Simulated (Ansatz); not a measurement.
**Response to strain in SrTiO3**

Start from SrTiO3 in the cubic perovskite structure (space group Pm-3m, No. 221).

```xyz
5
Lattice="3.8542 0.0000 0.0000 0.0000 3.8542 0.0000 0.0000 0.0000 3.8542" Properties=species:S:1:pos:R:3 pbc="T T T"
Sr     0.0000     0.0000     0.0000
Ti     1.9271     1.9271     1.9271
O      1.9271     0.0000     1.9271
O      0.0000     1.9271     1.9271
O      1.9271     1.9271     0.0000
```

Cartesian axes are those of the cell as printed.

Strains are applied to the cell and any free atomic positions relax.

All numbers come from LDA/PAW in Ansatz (an electronic-structure program), spin-orbit coupling left out.

Notes on the quantities. energy relative to the base: free energy F.

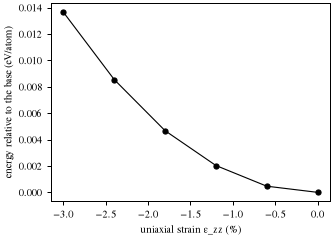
*Energy relative to the base against uniaxial strain ε_zz*

Q: From the plot, what is the energy relative to the base for uniaxial strain ε_zz = −1.80 %?

A: About 0.005 eV/atom.

Q: Is the trend monotonic over the range shown?

A: Yes, it falls throughout, spanning 0 meV/atom to +14 meV/atom.

Whether these cells are dynamically stable was not tested. All final runs are without spin polarisation. Many cubic perovskites are stable only at high temperature; tilts and polar distortions were not tested.
